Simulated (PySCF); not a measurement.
# C3H5BF− (SMILES CC#C[BH2-]F) at MP2/def2-TZVP

What is the vertical ionisation energy of C3H5BF− at MP2/def2-TZVP? 

Program for the calculation: PySCF 2.14.0.

## 1. The structure to begin with

The species is C3H5BF− (10 atoms), meant as a singlet with charge -1. SMILES: `CC#C[BH2-]F`. Geometry: relaxed at GFN2-xTB.

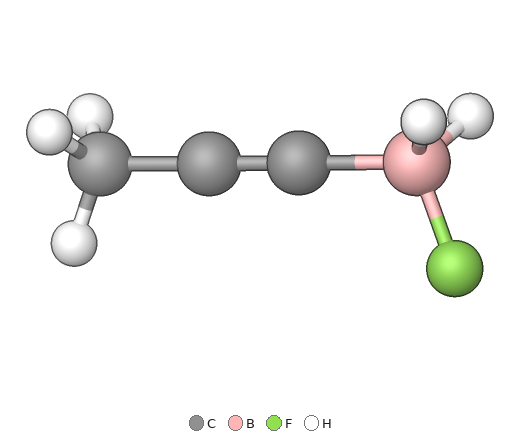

Viewed from a chosen angle; carbon grey, boron pink, fluorine green, hydrogen white.

## 2. A single-point energy at MP2/def2-TZVP

Contents of input.py:

```python
# CC#C[BH2-]F
from pyscf import gto, mp

mol = gto.M(
    atom='''
C   -1.396140  -1.593690   0.208870
C   -0.446210  -0.491170   0.062380
C    0.327970   0.424490  -0.053440
B    1.349310   1.622660  -0.209680
F    2.707700   1.107040  -0.218480
H   -1.945070  -1.512170   1.153270
H   -0.874560  -2.556400   0.199620
H   -2.123900  -1.592290  -0.609960
H    1.242860   2.390490   0.740240
H    1.158040   2.201040  -1.272820
''',
    verbose=3,
    max_memory=1860,
    charge=-1,
    basis='def2-tzvp',
    spin=0,
)

mf = mol.RHF()
mf.conv_tol = 1e-10
mf.kernel()
if not mf.converged:
    mf = mf.newton().run(mf.mo_coeff, mf.mo_occ)

pt = mp.MP2(mf, frozen=5).run()
etot = pt.e_tot
print('E = %.10f Eh' % etot)
```

Started as:

```sh
$ OMP_NUM_THREADS=1 python input.py
```

The log of the run:

```text
converged SCF energy = -240.744241289
E(RMP2) = -241.587839528683  E_corr = -0.843598239682985
E(SCS-RMP2) = -241.579992121636  E_corr = -0.835750832635571
E = -241.5878395287 Eh
```

Wall time 18 s (1 thread of Arm Neoverse V2, shared host); peak memory 1.6 GiB.

## 3. Doublet neutral C3H5BF, same level

Contents of mol.xyz:

```xyz
10
C3H5BF
C     -1.396140    -1.593690     0.208870
C     -0.446210    -0.491170     0.062380
C      0.327970     0.424490    -0.053440
B      1.349310     1.622660    -0.209680
F      2.707700     1.107040    -0.218480
H     -1.945070    -1.512170     1.153270
H     -0.874560    -2.556400     0.199620
H     -2.123900    -1.592290    -0.609960
H      1.242860     2.390490     0.740240
H      1.158040     2.201040    -1.272820
```

Contents of run.py:

```python
from pyscf import gto, scf, mp

mol = gto.M(
    atom='mol.xyz',
    charge=0,
    max_memory=1860,
    verbose=3,
    spin=1,
    basis='def2-tzvp',
)

myscf = scf.UHF(mol)
myscf.conv_tol = 1e-10
myscf.kernel()
if not myscf.converged:
    myscf = myscf.newton().run(myscf.mo_coeff, myscf.mo_occ)

pt = mp.MP2(myscf, frozen=5).run()
etot = pt.e_tot
print('Final energy', etot)
```

Started as:

```sh
$ OMP_NUM_THREADS=1 python run.py
```

The log of the run:

```text
converged SCF energy = -240.62539633793  <S^2> = 0.76381173  2S+1 = 2.0137644
E(UMP2) = -241.415714452133  E_corr = -0.790318114202481
E(SCS-UMP2) = -241.410218592643  E_corr = -0.784822254712297
Final energy -241.41571445213276
```

It took 70 s on 1 thread of Arm Neoverse V2, shared host; peak memory 2.3 GiB.

## 4. Summary of results

Level: MP2/def2-TZVP, 5 core orbitals frozen.

```
                                                                          quantity          value
                                                     singlet C3H5BF−: total energy  -241.58784 Eh
                              singlet C3H5BF−: HOMO energy (Hartree–Fock orbitals)       -4.53 eV
                              singlet C3H5BF−: LUMO energy (Hartree–Fock orbitals)        6.95 eV
            singlet C3H5BF−: HOMO–LUMO gap (to an unbound level, set by the basis)       11.49 eV
                      singlet C3H5BF−: correlation energy (5 core orbitals frozen)     -843.6 mEh
                                              doublet neutral C3H5BF: total energy  -241.41571 Eh
                      doublet neutral C3H5BF: dipole moment (Hartree–Fock density)         8.70 D
doublet neutral C3H5BF: HOMO energy (Hartree–Fock orbitals) (highest over α and β)      -10.96 eV
 doublet neutral C3H5BF: LUMO energy (Hartree–Fock orbitals) (lowest over α and β)       -1.87 eV
               doublet neutral C3H5BF: correlation energy (5 core orbitals frozen)     -790.3 mEh
                         doublet neutral C3H5BF: ⟨S²⟩ of the reference determinant          0.764
                               vertical detachment energy (to the doublet neutral)       4.684 eV
```

In words: Removing an electron at fixed nuclei costs 4.68 eV (108 kcal/mol). Mulliken charges (singlet C3H5BF−) of the mean-field density run from -0.53 on F5 to +0.28 on B4.
